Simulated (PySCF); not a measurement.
# RuFCl: relaxation and vibrations of the triplet

Where does triplet RuFCl go from a linear start, is the end point a minimum, and what are its modes, charges and moments?

The runs use PySCF 2.14.0; PBE0, basis Ru def2-TZVP with ECP28, F def2-TZVP, Cl def2-TZVP, scalar-relativistic core potentials, no spin–orbit coupling, density fitting.

## (1) Starting geometry

3 atoms, charge 0, spin multiplicity 3.

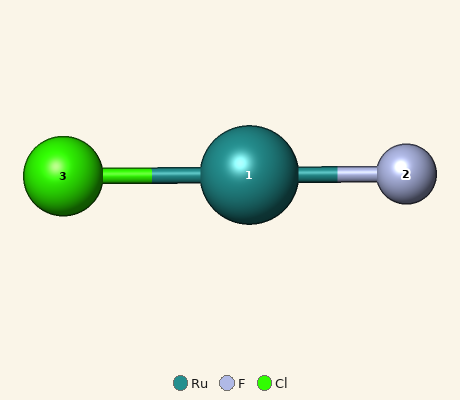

Start geometry, drawn with ruthenium teal, fluorine light blue, chlorine green; atoms are numbered from 1 in the order of the file.

```xyz
3
charge 0 multiplicity 3
Ru    0.0000    0.0000    0.0000
F     0.0000    0.0000   -1.8900
Cl    0.0000    0.0000    2.2400
```

## (2) First SCF at the start

One driver script runs all steps and calls PySCF; scf.py shows how it sets up the SCF of each step. The optimiser is the driver's own. After this first run the driver tries any further starts and a stability analysis.

scf.py

```python
from pyscf import gto, scf, dft
mol = gto.M(atom='''
Ru     0.000000     0.000000     0.000000
F      0.000000     0.000000    -1.890000
Cl     0.000000     0.000000     2.240000''',
    basis={'Ru': 'def2-TZVP', 'F': 'def2-TZVP', 'Cl': 'def2-TZVP'},
    ecp={'Ru': 'def2-TZVP'},
    charge=0, spin=2)
mf = dft.UKS(mol, xc='PBE0')
mf.grids.atom_grid = (50, 194)
aux = {'Ru': 'def2-universal-JKFIT', 'F': 'def2-universal-JKFIT', 'Cl': 'def2-universal-JKFIT'}
mf = mf.density_fit(auxbasis=aux)
mf.conv_tol = 1e-08
mf.diis_space = 10
mf.max_cycle = 60
mf.init_guess = 'minao'
mf.verbose = 4
mf.kernel()
```

Started as:

```
$ OMP_NUM_THREADS=4 python axn.py task.json out
```

The log of the run:

```text
init E= -646.845975337075
[... the frontier-level lines of each cycle are left out ...]
cycle= 1 E= -653.709948542082  delta_E= -6.86  |g|= 1.52  |ddm|= 2.96
cycle= 2 E= -643.842894534736  delta_E= 9.87  |g|= 3.74  |ddm|= 8.09
cycle= 3 E= -654.65997196688  delta_E= -10.8  |g|= 0.368  |ddm|=    8
cycle= 4 E= -654.56744792117  delta_E= 0.0925  |g|= 0.682  |ddm|= 0.513
cycle= 5 E= -654.723860151682  delta_E= -0.156  |g|= 0.116  |ddm|= 0.261
cycle= 6 E= -654.730653056703  delta_E= -0.00679  |g|= 0.0346  |ddm|= 0.0703
cycle= 7 E= -654.731295361424  delta_E= -0.000642  |g|= 0.0091  |ddm|= 0.0326
cycle= 8 E= -654.731363749017  delta_E= -6.84e-05  |g|= 0.00349  |ddm|= 0.0114
cycle= 9 E= -654.731406847282  delta_E= -4.31e-05  |g|= 0.00257  |ddm|= 0.0103
cycle= 10 E= -654.731435069732  delta_E= -2.82e-05  |g|= 0.00287  |ddm|= 0.0059
cycle= 11 E= -654.731338511215  delta_E= 9.66e-05  |g|= 0.00127  |ddm|= 0.0293
cycle= 12 E= -654.731329912577  delta_E= 8.6e-06  |g|= 0.000202  |ddm|= 0.0119
cycle= 13 E= -654.73132994088  delta_E= -2.83e-08  |g|= 4.41e-05  |ddm|= 0.000557
cycle= 14 E= -654.731329942473  delta_E= -1.59e-09  |g|= 2.73e-05  |ddm|= 7.22e-05
Extra cycle  E= -654.731329941809  delta_E= 6.65e-10  |g|= 5.12e-05  |ddm|= 5.94e-05
converged SCF energy = -654.731329941809  <S^2> = 2.0055936  2S+1 = 3.0037268
```

This step, with its further starts and checks, ran for 17 s (4 threads of Arm Neoverse V1, shared host).

The starts that the driver tried:

```tsv
start	energy (Eh)
the minimal-basis guess	-654.731330
a thermally smeared density	-654.731330
a smeared PBE density	-654.731330
```

The first run landed in a state that is too high. Following the other starts and the instabilities gains 49.9 kJ/mol (-654.75033 Eh), and the work goes on from there.

## (3) Relaxing the triplet from the linear start

The program finds C∞v symmetry in the start, which this walk keeps. The walk stops when the largest gradient is under 0.0003 Eh/bohr and the energy has settled too.

Changes to scf.py since step 2:

```diff
@@ -3,3 +3,3 @@
-Ru     0.000000     0.000000     0.000000
-F      0.000000     0.000000    -1.890000
-Cl     0.000000     0.000000     2.240000''',
+Ru     0.000000     0.000000    -0.272168
+F      0.000000     0.000000    -2.162168
+Cl     0.000000     0.000000     1.967832''',
@@ -16 +15,0 @@
-mf.init_guess = 'minao'
```

Steps of the walk:

```tsv
step	energy (Eh)	change (kJ/mol)	largest symmetric gradient (Eh/bohr)
0	-654.750332	0.00	0.01458
1	-654.750982	-1.71	0.00161
2	-654.750987	-1.72	0.00034
3	-654.750987	-1.72	0.00000
```

The walk took 6.7 s.

Geometry (Å) and forces (eV/Å) at some steps:

```
step 0
Ru   0.000   0.000  -0.272   0.000   0.000  -0.302
F    0.000   0.000  -2.162   0.000   0.000   0.750
Cl   0.000   0.000   1.968   0.000   0.000  -0.448
step 1
Ru   0.000   0.000  -0.276   0.000   0.000   0.083
F    0.000   0.000  -2.133   0.000   0.000  -0.026
Cl   0.000   0.000   1.943   0.000   0.000  -0.056
step 2
Ru   0.000   0.000  -0.274   0.000   0.000   0.017
F    0.000   0.000  -2.133   0.000   0.000  -0.007
Cl   0.000   0.000   1.941   0.000   0.000  -0.010
step 3
Ru   0.000   0.000  -0.274   0.000   0.000   0.000
F    0.000   0.000  -2.133   0.000   0.000   0.000
Cl   0.000   0.000   1.941   0.000   0.000   0.000
```

End point (C∞v, 3 steps, 1.7 kJ/mol gained): Ru–Cl 2.215 Å, Ru–F 1.859 Å; Cl–Ru–F 180.0°.

## (4) Frequencies

The point is checked on the finer grid, and tightened if its gradient asks for it. The Hessian and the dipole derivatives come from central differences of analytic gradients, with steps of 0.02 bohr.

Changes to scf.py since step 3:

```diff
@@ -3,3 +3,3 @@
-Ru     0.000000     0.000000    -0.272168
-F      0.000000     0.000000    -2.162168
-Cl     0.000000     0.000000     1.967832''',
+Ru     0.000000    -0.000000    -0.270068
+F      0.000000    -0.000000    -2.129427
+Cl     0.000000    -0.000000     1.944318''',
@@ -10 +10 @@
-mf.grids.atom_grid = (50, 194)
+mf.grids.atom_grid = (75, 302)
@@ -13 +13 @@
-mf.conv_tol = 1e-08
+mf.conv_tol = 1e-10
```

The driver hands on the density of the step before, so the log starts near convergence.

Log of the central SCF (cycles and frontier levels):

```text
init E= -654.751022710685
[... the frontier-level lines of each cycle are left out ...]
cycle= 1 E= -654.751022710692  delta_E= -6.93e-12  |g|= 1.34e-05  |ddm|= 1.84e-05
cycle= 2 E= -654.751022710551  delta_E= 1.41e-10  |g|= 2.53e-05  |ddm|= 2.82e-05
cycle= 3 E= -654.75102271085  delta_E= -2.99e-10  |g|= 2.53e-06  |ddm|= 1.71e-05
cycle= 4 E= -654.751022710883  delta_E= -3.31e-11  |g|= 2.51e-06  |ddm|= 6.96e-06
Extra cycle  E= -654.751022710939  delta_E= -5.55e-11  |g|= 2.67e-06  |ddm|= 1.22e-05
converged SCF energy = -654.751022710939  <S^2> = 2.8933249  2S+1 = 3.5458849
```

The whole step took 43 s.

Geometry: C∞v; Ru–Cl 2.214 Å, Ru–F 1.859 Å; Cl–Ru–F 180.0°.

Modes, for the most abundant isotopes:

| ω (cm⁻¹) | IR (km/mol) | μ (u) | type |
| --- | --- | --- | --- |
| 101 | 13.3 | 28.86 | bend |
| 106 | 11.1 | 28.86 | bend |
| 404 | 42.6 | 38.03 | stretch |
| 646 | 209 | 21.98 | stretch |

No imaginary mode, so this is a minimum.

The SCF density has lower symmetry than the nuclear frame, so the modes carry no labels; pairs that should be degenerate can split.

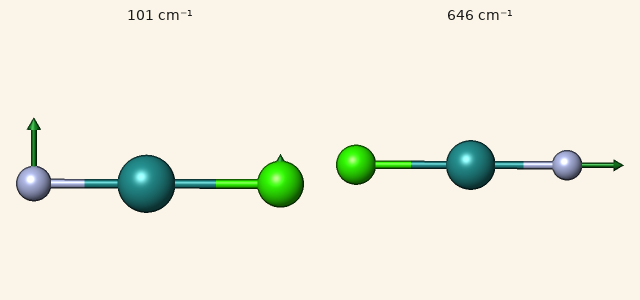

Displacements of 2 of the modes, as arrows (one member where a mode is degenerate).

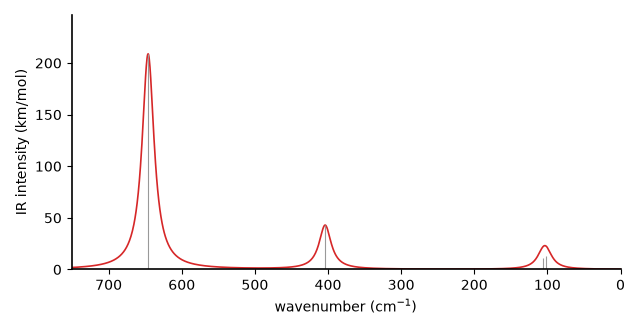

The harmonic infrared spectrum (widths in cm⁻¹). Lines are broadened to a width of 20 cm⁻¹ (Lorentzian).

Properties at this point:

```yaml
Dipole_moment: 0.12 D
Highest_occupied_level: -7.88 eV
Lowest_empty_level: -4.47 eV
Rotational_constants: 0.07467 cm⁻¹
Zero-point_energy: 7.5 kJ/mol
Principal_polarisabilities: 28.8, 31.8, 65.3 bohr³
Atomisation_energy_without_zero-point_energy: 743 kJ/mol
Principal_traceless_quadrupole_moments_about_the_centre_of_mass: -11.66, 5.22, 6.43 D Å
Entropy_at_298.15_K_and_1_bar_electronic_part_spin_only: 289.0 J/(mol K)
Heat_capacity_Cp_at_298.15_K: 55.4 J/(mol K)
Enthalpy_at_298.15_K_above_0_K: 13.66 kJ/mol
Rotational_symmetry_number: 1
Spin_squared_⟨S²⟩: 2.893
```

Populations by atom (charges in e):

```csv
atom,Mulliken,Löwdin,polar tensor,spin (Mulliken),Mayer order to Ru1
Ru1,0.88,0.33,1.35,1.68,–
F2,-0.50,-0.32,-0.78,0.13,0.77
Cl3,-0.38,-0.01,-0.57,0.20,1.08
```

Mulliken populations on Ru1 (outside its core potential): s 2.37, p 6.18, d 6.56, f 0.01.

## (5) Summary of results

| quantity | value |
| --- | --- |
| minimum | broken-symmetry (Ms = 1), C∞v |
| geometry | Ru–Cl 2.214 Å, Ru–F 1.859 Å; Cl–Ru–F 180.0° |
| wavenumbers (cm⁻¹) | 101, 106, 404, 646 |
| dipole moment | 0.12 D |
| highest occupied, lowest empty level (either spin) | -7.88, -4.47 eV |
| polar-tensor charge of Ru1 | +1.35 e |
| zero-point energy | 7.5 kJ/mol |
| entropy at 298.15 K | 289.0 J/(mol K) |
| atomisation energy (no zero-point energy) | 743 kJ/mol |
| ⟨S²⟩ | 2.893 |

**Reading.** The molecule stays C∞v, as typed, and the end point is a minimum. The determinant is spin-contaminated (⟨S²⟩ = 2.89 against 2.00), so it is no pure spin state. In the infrared the band at 646 cm⁻¹ (stretch) leads. The first SCF alone would have been 50 kJ/mol too high. Only this shape and spin were tried, so other structures or states may lie lower. The SCF density has lower symmetry than the nuclear frame. One determinant may miss the lowest occupation of an open d or f shell.

The search up to here took 66 s.
